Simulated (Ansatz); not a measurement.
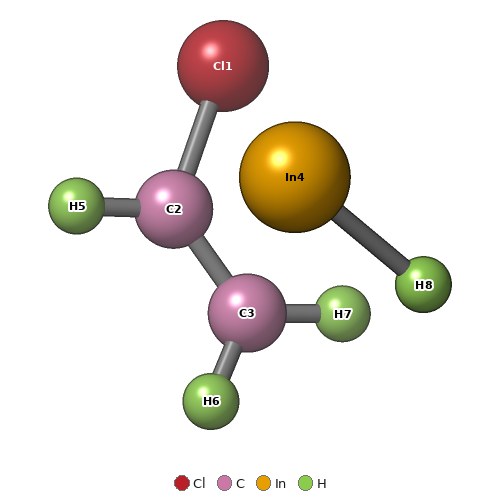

The system is C₂H₄ClIn; the picture shows the reference structure. First axis: angle Cl1–C2–H5. Second axis: angle C3–C2–H5. Nothing is relaxed (all other coordinates rigid). Grid: 9 × 9 points. At 1 point there is no value (left out of the scan, as a rule where atoms come close). Points are written as (first, second). All energies are given in kJ/mol relative to the lowest grid point. Energies and slopes of some neighbouring points disagree (a jump in structure or state, or too coarse a mesh). The calculation used RKS PBE-D4/def2-TZVP in Ansatz 0.2.0.

Its coordinates:

```yaml
atoms:
  - { symbol: Cl, position_ang: [-2.0663, 0.8400, -0.4175] }
  - { symbol: C, position_ang: [-0.3421, 0.7400, -0.6317] }
  - { symbol: C, position_ang: [0.5010, 0.6066, 0.4046] }
  - { symbol: In, position_ang: [-0.1275, -2.1995, -0.5912] }
  - { symbol: H, position_ang: [-0.0333, 0.8524, -1.6704] }
  - { symbol: H, position_ang: [1.5763, 0.5792, 0.2223] }
  - { symbol: H, position_ang: [0.1572, 0.5428, 1.4347] }
  - { symbol: H, position_ang: [0.4268, -2.0186, 1.1936] }
```

Range: angle Cl1–C2–H5 from 78.1 to 148.1°; angle C3–C2–H5 from 79.6 to 169.6°.

Question: What landscape does the calculation give?

Answer: The lowest grid point is at (113.1°, 124.6°). The highest grid point, (139.3°, 169.6°), lies 2044 kJ/mol above the lowest.

```tsv
angle C3–C2–H5 ↓, angle Cl1–C2–H5 →	78.1	86.8	95.6	104.3	113.1	121.8	130.6	139.3	148.1
169.6	149	144	181	278	473	827	1381	2044	–
158.4	118	87	87	123	211	382	697	1214	1755
147.1	110	62	40	43	79	158	310	579	1046
135.9	122	63	25	10	18	52	126	258	495
124.6	152	85	38	10	0	10	44	110	228
113.4	199	127	73	36	15	10	23	55	116
102.1	260	188	130	88	59	44	42	55	87
90.9	331	264	208	163	129	107	96	97	111
79.6	407	354	305	263	228	202	185	176	178
```

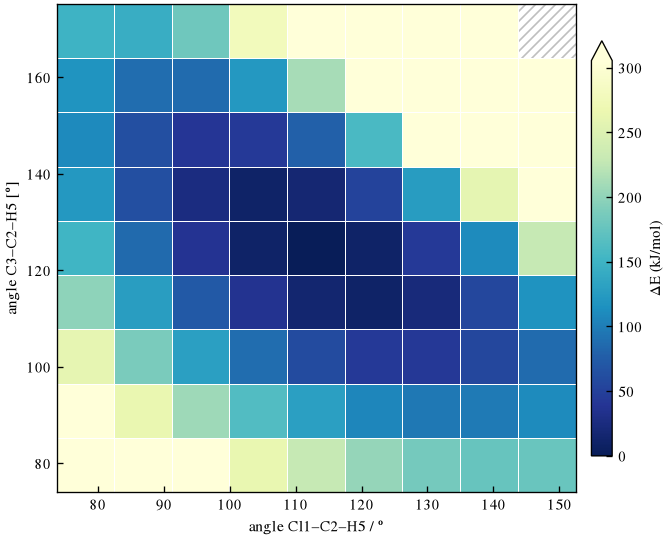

Drawn: one coloured cell a grid point, one colour for all values above the top of the scale, hatched blanks where no value was computed.

The whole map (80 points run) took 9.4 min on 1 thread of Arm Neoverse V2, on a shared host.
